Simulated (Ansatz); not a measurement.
# Nudged elastic band, with input and output: CH6AlN (part 1 of 2)

- system: CH6AlN
- method: RKS BHLYP-D4/def2-mTZVP (Ansatz 0.2.0)

The run did not end well. It belongs to a series of runs on one base structure; here: band between the two ends.

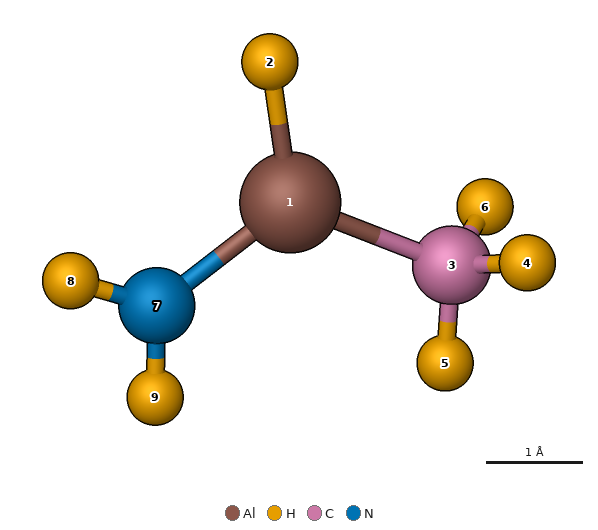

The input geometry (ball-and-stick view, seen at a tilt; atoms are numbered from 1 in the order of the input). Sticks mark near contacts. Bond lengths as drawn: Al–C 1.95 Å, Al–H 1.58 Å, Al–N 1.77 Å, C–H 1.09 Å and H–N 1.00 Å.

### Input
```yaml
crystal:
  periodic: [false, false, false]
  atoms:
    - { symbol: Al, position_ang: [0.14122, -0.221794, 0.471849] }
    - { symbol: H, position_ang: [-0.279304, -0.723037, 1.904574] }
    - { symbol: C, position_ang: [1.985533, 0.117729, -0.05669] }
    - { symbol: H, position_ang: [2.58729, -0.786514, -0.014148] }
    - { symbol: H, position_ang: [2.065098, 0.507979, -1.066277] }
    - { symbol: H, position_ang: [2.468494, 0.832605, 0.604201] }
    - { symbol: "N", position_ang: [-1.163994, 0.034917, -0.689279] }
    - { symbol: H, position_ang: [-2.135969, -0.116571, -0.495907] }
    - { symbol: H, position_ang: [-1.051067, 0.354587, -1.632723] }
basis:
  gaussian: { orbitals: def2-mTZVP }
hamiltonian:
  xc: { name: BHLYP }
  dispersion: d4
neb:
  order_check: false
  images: 7
  f_tol: 0.03
  max_iterations: 60
  final_atoms:
    - { symbol: Al, position_ang: [-1.62967299, -0.39882339, 0.95842972] }
    - { symbol: H, position_ang: [1.81777916, -0.02766443, 1.36720446] }
    - { symbol: C, position_ang: [2.06644924, 0.12173172, 0.32480119] }
    - { symbol: H, position_ang: [1.74317012, -0.73616105, -0.24987626] }
    - { symbol: H, position_ang: [1.57672146, 1.01565972, -0.03846046] }
    - { symbol: H, position_ang: [3.13744314, 0.23554641, 0.22593153] }
    - { symbol: "N", position_ang: [-1.40982714, -0.12901997, -0.80311955] }
    - { symbol: H, position_ang: [-2.14755078, -0.12920435, -1.48806034] }
    - { symbol: H, position_ang: [-0.53721123, 0.04783633, -1.27125031] }
  initial_path:
    images:
      - { positions_ang: [[0.14122, -0.221794, 0.471849], [-0.279304, -0.723037, 1.904574], [1.985533, 0.117729, -0.05669], [2.58729, -0.786514, -0.014148], [2.065098, 0.507979, -1.066277], [2.468494, 0.832605, 0.604201], [-1.163994, 0.034917, -0.689279], [-2.135969, -0.116571, -0.495907], [-1.051067, 0.354587, -1.632723]] }
      - { positions_ang: [[0.10586905, -0.16635317, 0.35366794], [0.04533958, -0.54265915, 1.78689676], [2.02261187, 0.08812285, 0.05557376], [2.55636609, -0.85158059, 0.04482394], [2.04859495, 0.50804569, -0.94590431], [2.57699848, 0.75863834, 0.69964692], [-1.28830646, 0.0264645, -0.7578866], [-2.1845826, -0.29125139, -0.58868558], [-1.26558997, 0.47047392, -1.62253281]] }
      - { positions_ang: [[0.07051809, -0.11091233, 0.23548688], [0.36998315, -0.36228131, 1.66921951], [2.05969074, 0.05851669, 0.16783753], [2.52544218, -0.91664718, 0.10379588], [2.03209191, 0.50811239, -0.82553163], [2.68550296, 0.68467168, 0.79509283], [-1.41261892, 0.018012, -0.8264942], [-2.23319619, -0.46593179, -0.68146417], [-1.48011294, 0.58636084, -1.61234263]] }
      - { positions_ang: [[0.03516714, -0.0554715, 0.11730581], [0.69462673, -0.18190346, 1.55154227], [2.09676962, 0.02891054, 0.28010129], [2.49451827, -0.98171377, 0.16276781], [2.01558886, 0.50817908, -0.70515894], [2.79400744, 0.61070503, 0.89053875], [-1.53693137, 0.0095595, -0.8951018], [-2.28180979, -0.64061218, -0.77424275], [-1.69463591, 0.70224776, -1.60215244]] }
      - { positions_ang: [[-0.00018382, -3.066e-05, -0.00087525], [1.01927031, -0.00152562, 1.43386503], [2.13384849, -0.00069561, 0.39236506], [2.46359437, -1.04678036, 0.22173975], [1.99908582, 0.50824578, -0.58478626], [2.90251193, 0.53673837, 0.98598467], [-1.66124383, 0.001107, -0.96370941], [-2.33042338, -0.81529258, -0.86702134], [-1.90915887, 0.81813468, -1.59196225]] }
      - { positions_ang: [[-0.40755611, -0.09972885, 0.23895099], [1.21889752, -0.00806032, 1.41719989], [2.11699868, 0.02991122, 0.37547409], [2.2834883, -0.96912553, 0.10383575], [1.89349473, 0.63509926, -0.44820481], [2.96124473, 0.46144038, 0.79597138], [-1.59838966, -0.03142474, -0.92356194], [-2.28470523, -0.64377052, -1.02228109], [-1.56617196, 0.62556009, -1.51178427]] }
      - { positions_ang: [[-0.8149284, -0.19942703, 0.47877724], [1.41852473, -0.01459502, 1.40053475], [2.10014887, 0.06051805, 0.35858313], [2.10338224, -0.8914707, -0.01406825], [1.78790364, 0.76195275, -0.31162336], [3.01997753, 0.38614239, 0.6059581], [-1.53553549, -0.06395648, -0.88341448], [-2.23898708, -0.47224846, -1.17754084], [-1.22318505, 0.4329855, -1.43160628]] }
      - { positions_ang: [[-1.22230069, -0.29912521, 0.71860348], [1.61815195, -0.02112973, 1.3838696], [2.08329906, 0.09112489, 0.34169216], [1.92327618, -0.81381588, -0.13197226], [1.68231255, 0.88880624, -0.17504191], [3.07871034, 0.3108444, 0.41594482], [-1.47268131, -0.09648823, -0.84326701], [-2.19326893, -0.30072641, -1.33280059], [-0.88019814, 0.24041092, -1.35142829]] }
      - { positions_ang: [[-1.62967299, -0.39882339, 0.95842972], [1.81777916, -0.02766443, 1.36720446], [2.06644924, 0.12173172, 0.32480119], [1.74317012, -0.73616105, -0.24987626], [1.57672146, 1.01565972, -0.03846046], [3.13744314, 0.23554641, 0.22593153], [-1.40982714, -0.12901997, -0.80311955], [-2.14755078, -0.12920435, -1.48806034], [-0.53721123, 0.04783633, -1.27125031]] }
```

Run as:
```bash
ansatz run input.yaml --threads 2 --pin off --max-ram 3072MiB --backend cpu --events-out ev --progress --plain --runs-dir out
```

### What the program printed
```
Engine: ansatz 0.2.0, aarch64-unknown-linux-gnu
Functional definition: BHLYP
  parameter a = 0.5
  exchange = (1 - a)*b88_x + a*exact_x
  correlation = lyp_c
782 factors; integrals over basis functions are off by at most 5.5e-4 eV
mean field evaluation 1: about -9213.0325 eV, gradient 6.7e1 eV
mean field evaluation 2: about -9210.9237 eV, gradient 7.0e1 eV
mean field evaluation 4: about -9222.0257 eV, gradient 3.1e0 eV
mean field evaluation 8: about -9222.0486 eV, gradient 4.0e-2 eV
mean field -9222.04864115 eV, -338.9040366333 hartree, gradient 8.5e-5 eV, S^2 0.000000; 0 other end points of the search recorded, 0 dependent functions left out
the calculation of the forces begins
reference -9222.04882449 eV, -338.9040433707 hartree; 16, 16 occupied and 62, 62 virtual orbitals, 782 factors
782 factors; integrals over basis functions are off by at most 1.1e-3 eV
mean field evaluation 16: about -9204.9667 eV, gradient 8.2e1 eV
mean field -9221.28973728 eV, -338.8761474303 hartree, gradient 2.0e-5 eV, S^2 0.000000; 0 other end points of the search recorded, 0 dependent functions left out
[... from here on the field's lines of each further geometry are left out, up to the last ...]
NEB iter   1: max|band force component| = 1.327e1 eV/Å  barrier→ = 5.9650 eV  barrier← = 5.2161 eV  Δτ_max = 0.2000 Å  (224 SCF iters)
NEB iter   2: max|band force component| = 4.469e0 eV/Å  barrier→ = 4.4136 eV  barrier← = 3.6647 eV  Δτ_max = 0.2000 Å  (201 SCF iters)
NEB iter   3: max|band force component| = 2.410e0 eV/Å  barrier→ = 3.8495 eV  barrier← = 3.1006 eV  Δτ_max = 0.1989 Å  (195 SCF iters)
NEB iter   4: max|band force component| = 2.084e0 eV/Å  barrier→ = 4.2546 eV  barrier← = 3.5057 eV  Δτ_max = 0.1991 Å  (190 SCF iters)
NEB iter   5: max|band force component| = 1.134e0 eV/Å  barrier→ = 4.3614 eV  barrier← = 3.6125 eV  Δτ_max = 0.2000 Å  (192 SCF iters)
NEB iter   6: max|band force component| = 7.903e-1 eV/Å  barrier→ = 4.0611 eV  barrier← = 3.3122 eV  Δτ_max = 0.2000 Å  (194 SCF iters)
NEB iter   7: max|band force component| = 7.674e-1 eV/Å  barrier→ = 3.8399 eV  barrier← = 3.0910 eV  Δτ_max = 0.1039 Å  (188 SCF iters)
NEB iter   8: max|band force component| = 1.037e0 eV/Å  barrier→ = 3.5639 eV  barrier← = 2.8150 eV  Δτ_max = 0.0508 Å  (183 SCF iters)
NEB iter   9: max|band force component| = 6.207e-1 eV/Å  barrier→ = 3.3883 eV  barrier← = 2.6394 eV  Δτ_max = 0.0501 Å  (175 SCF iters)
NEB iter  10: max|band force component| = 2.804e0 eV/Å  barrier→ = 3.2610 eV  barrier← = 2.5121 eV  CI = image 3  Δτ_max = 0.0999 Å  (176 SCF iters)
NEB iter  11: max|band force component| = 2.497e0 eV/Å  barrier→ = 3.5468 eV  barrier← = 2.7979 eV  CI = image 3  Δτ_max = 0.1025 Å  (179 SCF iters)
NEB iter  12: max|band force component| = 2.138e0 eV/Å  barrier→ = 3.7282 eV  barrier← = 2.9793 eV  CI = image 3  Δτ_max = 0.2000 Å  (183 SCF iters)
NEB iter  13: max|band force component| = 1.630e0 eV/Å  barrier→ = 3.8525 eV  barrier← = 3.1036 eV  CI = image 3  Δτ_max = 0.1999 Å  (183 SCF iters)
NEB iter  14: max|band force component| = 1.517e0 eV/Å  barrier→ = 3.8378 eV  barrier← = 3.0889 eV  CI = image 3  Δτ_max = 0.1998 Å  (190 SCF iters)
NEB iter  15: max|band force component| = 1.422e0 eV/Å  barrier→ = 3.8235 eV  barrier← = 3.0746 eV  CI = image 3  Δτ_max = 0.1023 Å  (188 SCF iters)
NEB iter  16: max|band force component| = 1.273e0 eV/Å  barrier→ = 3.8307 eV  barrier← = 3.0818 eV  CI = image 3  Δτ_max = 0.2000 Å  (182 SCF iters)
NEB iter  17: max|band force component| = 1.166e0 eV/Å  barrier→ = 3.8199 eV  barrier← = 3.0710 eV  CI = image 3  Δτ_max = 0.1007 Å  (190 SCF iters)
NEB iter  18: max|band force component| = 8.171e-1 eV/Å  barrier→ = 3.8298 eV  barrier← = 3.0810 eV  CI = image 3  Δτ_max = 0.2000 Å  (180 SCF iters)
NEB iter  19: max|band force component| = 7.203e0 eV/Å  barrier→ = 3.8018 eV  barrier← = 3.0529 eV  CI = image 3  Δτ_max = 0.1051 Å  (186 SCF iters)
NEB iter  20: max|band force component| = 5.393e-1 eV/Å  barrier→ = 3.7891 eV  barrier← = 3.0402 eV  CI = image 3  Δτ_max = 0.1488 Å  (181 SCF iters)
NEB iter  21: max|band force component| = 2.537e-1 eV/Å  barrier→ = 3.7850 eV  barrier← = 3.0361 eV  CI = image 3  Δτ_max = 0.1888 Å  (180 SCF iters)
NEB iter  22: max|band force component| = 2.015e0 eV/Å  barrier→ = 3.7841 eV  barrier← = 3.0352 eV  CI = image 3  Δτ_max = 0.1027 Å  (176 SCF iters)
NEB iter  23: max|band force component| = 7.758e-1 eV/Å  barrier→ = 3.7838 eV  barrier← = 3.0349 eV  CI = image 3  Δτ_max = 0.1084 Å  (175 SCF iters)
NEB iter  24: max|band force component| = 2.657e-1 eV/Å  barrier→ = 3.7836 eV  barrier← = 3.0347 eV  CI = image 3  Δτ_max = 0.2000 Å  (175 SCF iters)
NEB iter  25: max|band force component| = 6.251e-1 eV/Å  barrier→ = 3.7835 eV  barrier← = 3.0346 eV  CI = image 3  Δτ_max = 0.1020 Å  (167 SCF iters)
NEB iter  26: max|band force component| = 1.034e0 eV/Å  barrier→ = 3.7835 eV  barrier← = 3.0346 eV  CI = image 3  Δτ_max = 0.0509 Å  (167 SCF iters)
NEB iter  27: max|band force component| = 3.366e-1 eV/Å  barrier→ = 3.7835 eV  barrier← = 3.0346 eV  CI = image 3  Δτ_max = 0.0978 Å  (159 SCF iters)
NEB iter  28: max|band force component| = 4.753e-1 eV/Å  barrier→ = 3.7835 eV  barrier← = 3.0346 eV  CI = image 3  Δτ_max = 0.0510 Å  (164 SCF iters)
NEB iter  29: max|band force component| = 3.514e-1 eV/Å  barrier→ = 3.7835 eV  barrier← = 3.0346 eV  CI = image 3  Δτ_max = 0.0500 Å  (158 SCF iters)
NEB iter  30: max|band force component| = 9.115e-2 eV/Å  barrier→ = 3.7835 eV  barrier← = 3.0346 eV  CI = image 3  Δτ_max = 0.0994 Å  (154 SCF iters)
NEB iter  31: max|band force component| = 1.001e0 eV/Å  barrier→ = 3.7835 eV  barrier← = 3.0346 eV  CI = image 3  Δτ_max = 0.0513 Å  (160 SCF iters)
NEB iter  32: max|band force component| = 3.353e-1 eV/Å  barrier→ = 3.7835 eV  barrier← = 3.0346 eV  CI = image 3  Δτ_max = 0.0815 Å  (157 SCF iters)
NEB iter  33: max|band force component| = 9.160e-2 eV/Å  barrier→ = 3.7835 eV  barrier← = 3.0346 eV  CI = image 3  Δτ_max = 0.0963 Å  (153 SCF iters)
NEB iter  34: max|band force component| = 1.055e0 eV/Å  barrier→ = 3.7835 eV  barrier← = 3.0346 eV  CI = image 3  Δτ_max = 0.0504 Å  (154 SCF iters)
NEB iter  35: max|band force component| = 2.467e-1 eV/Å  barrier→ = 3.7835 eV  barrier← = 3.0346 eV  CI = image 3  Δτ_max = 0.0983 Å  (150 SCF iters)
NEB iter  36: max|band force component| = 1.074e0 eV/Å  barrier→ = 3.7835 eV  barrier← = 3.0346 eV  CI = image 3  Δτ_max = 0.0505 Å  (151 SCF iters)
NEB iter  37: max|band force component| = 8.417e-1 eV/Å  barrier→ = 3.7835 eV  barrier← = 3.0346 eV  CI = image 3  Δτ_max = 0.0250 Å  (147 SCF iters)
NEB iter  38: max|band force component| = 2.119e-1 eV/Å  barrier→ = 3.7835 eV  barrier← = 3.0346 eV  CI = image 3  Δτ_max = 0.0496 Å  (149 SCF iters)
NEB iter  39: max|band force component| = 3.100e-1 eV/Å  barrier→ = 3.7835 eV  barrier← = 3.0346 eV  CI = image 3  Δτ_max = 0.0252 Å  (146 SCF iters)
NEB iter  40: max|band force component| = 1.839e-1 eV/Å  barrier→ = 3.7835 eV  barrier← = 3.0346 eV  CI = image 3  Δτ_max = 0.0250 Å  (147 SCF iters)
NEB iter  41: max|band force component| = 4.742e-2 eV/Å  barrier→ = 3.7835 eV  barrier← = 3.0346 eV  CI = image 3  Δτ_max = 0.0494 Å  (144 SCF iters)
NEB iter  42: max|band force component| = 5.671e-1 eV/Å  barrier→ = 3.7835 eV  barrier← = 3.0346 eV  CI = image 3  Δτ_max = 0.0251 Å  (143 SCF iters)
NEB iter  43: max|band force component| = 1.385e-1 eV/Å  barrier→ = 3.7835 eV  barrier← = 3.0346 eV  CI = image 3  Δτ_max = 0.0274 Å  (145 SCF iters)
NEB iter  44: max|band force component| = 3.721e-2 eV/Å  barrier→ = 3.7835 eV  barrier← = 3.0346 eV  CI = image 3  Δτ_max = 0.0492 Å  (135 SCF iters)
NEB iter  45: max|band force component| = 8.260e-1 eV/Å  barrier→ = 3.7835 eV  barrier← = 3.0346 eV  CI = image 3  Δτ_max = 0.0249 Å  (142 SCF iters)
NEB iter  46: max|band force component| = 1.993e-1 eV/Å  barrier→ = 3.7835 eV  barrier← = 3.0346 eV  CI = image 3  Δτ_max = 0.0497 Å  (145 SCF iters)
NEB iter  47: max|band force component| = 1.640e-1 eV/Å  barrier→ = 3.7835 eV  barrier← = 3.0346 eV  CI = image 3  Δτ_max = 0.0497 Å  (143 SCF iters)
NEB iter  48: max|band force component| = 9.757e-1 eV/Å  barrier→ = 3.7835 eV  barrier← = 3.0346 eV  CI = image 3  Δτ_max = 0.0251 Å  (143 SCF iters)
NEB iter  49: max|band force component| = 1.197e-1 eV/Å  barrier→ = 3.7835 eV  barrier← = 3.0346 eV  CI = image 3  Δτ_max = 0.0492 Å  (146 SCF iters)
NEB iter  50: max|band force component| = 1.673e-1 eV/Å  barrier→ = 3.7835 eV  barrier← = 3.0346 eV  CI = image 3  Δτ_max = 0.0250 Å  (149 SCF iters)
NEB iter  51: max|band force component| = 5.363e-1 eV/Å  barrier→ = 3.7835 eV  barrier← = 3.0346 eV  CI = image 3  Δτ_max = 0.0124 Å  (149 SCF iters)
NEB iter  52: max|band force component| = 1.531e-1 eV/Å  barrier→ = 3.7835 eV  barrier← = 3.0346 eV  CI = image 3  Δτ_max = 0.0248 Å  (149 SCF iters)
NEB iter  53: max|band force component| = 3.549e-1 eV/Å  barrier→ = 3.7835 eV  barrier← = 3.0346 eV  CI = image 3  Δτ_max = 0.0124 Å  (148 SCF iters)
NEB iter  54: max|band force component| = 3.420e-1 eV/Å  barrier→ = 3.7835 eV  barrier← = 3.0346 eV  CI = image 3  Δτ_max = 0.0062 Å  (150 SCF iters)
NEB iter  55: max|band force component| = 9.595e-2 eV/Å  barrier→ = 3.7835 eV  barrier← = 3.0346 eV  CI = image 3  Δτ_max = 0.0124 Å  (132 SCF iters)
NEB iter  56: max|band force component| = 1.686e-1 eV/Å  barrier→ = 3.7835 eV  barrier← = 3.0346 eV  CI = image 3  Δτ_max = 0.0062 Å  (145 SCF iters)
NEB iter  57: max|band force component| = 3.283e-2 eV/Å  barrier→ = 3.7835 eV  barrier← = 3.0346 eV  CI = image 3  Δτ_max = 0.0124 Å  (130 SCF iters)
NEB iter  58: max|band force component| = 3.861e-1 eV/Å  barrier→ = 3.7835 eV  barrier← = 3.0346 eV  CI = image 3  Δτ_max = 0.0062 Å  (149 SCF iters)
NEB iter  59: max|band force component| = 5.871e-2 eV/Å  barrier→ = 3.7835 eV  barrier← = 3.0346 eV  CI = image 3  Δτ_max = 0.0124 Å  (131 SCF iters)
the calculation of the forces begins
reference -9221.28111728 eV, -338.8758306513 hartree; 16, 16 occupied and 62, 62 virtual orbitals, 781 factors
these checks for a lower state are left out or cut short: starts, cluster_reference, orbital_swaps, neighbouring_geometries, increment
781 factors; integrals over basis functions are off by at most 9.4e-4 eV
mean field -9221.28711261 eV, -338.8760509756 hartree, gradient 2.3e-5 eV, S^2 0.000000; 0 other end points of the search recorded, 0 dependent functions left out
the calculation of the forces begins
reference -9221.28729418 eV, -338.8760576482 hartree; 16, 16 occupied and 62, 62 virtual orbitals, 781 factors
NEB iter  60: max|band force component| = 1.655e-1 eV/Å  barrier→ = 3.7835 eV  barrier← = 3.0346 eV  CI = image 3  Δτ_max = 0.0062 Å  (146 SCF iters)
```
